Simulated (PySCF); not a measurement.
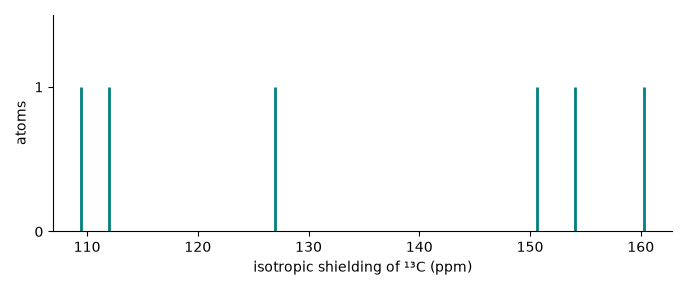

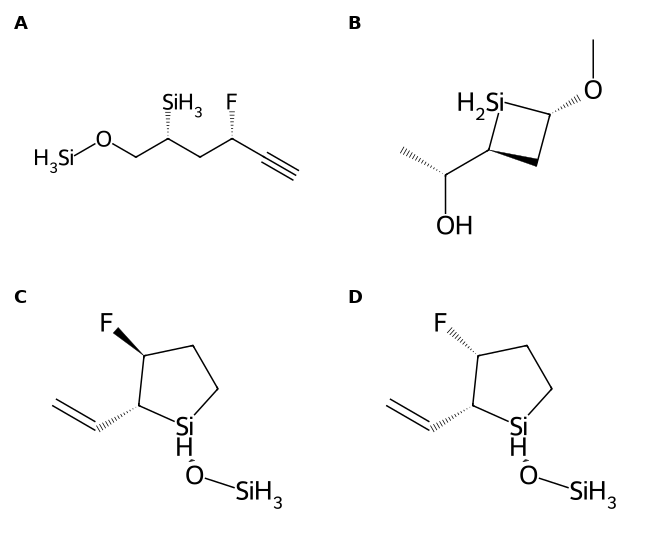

The sticks are computed shieldings of one of the molecules, for one fixed geometry (GFN2-xTB) without averaging over rotations. Low shielding means a high chemical shift. Method: GIAO PBE0/pcSseg-1 NMR shielding, non-relativistic, gas phase (PySCF 2.14.0).

### Match the spectrum to a structure.

B, `CO[C@@H]1C[C@@H]([C@@H](C)O)[SiH2]1`. Its 6 C atoms give lines at 109.5, 112.0, 127.0, 150.6, 154.0, 160.3 ppm.

The geometry is semi-empirical. Around Si such bond lengths and angles can be off by a tenth of an ångström or more and by several degrees, and values that hang on the shape move with them.
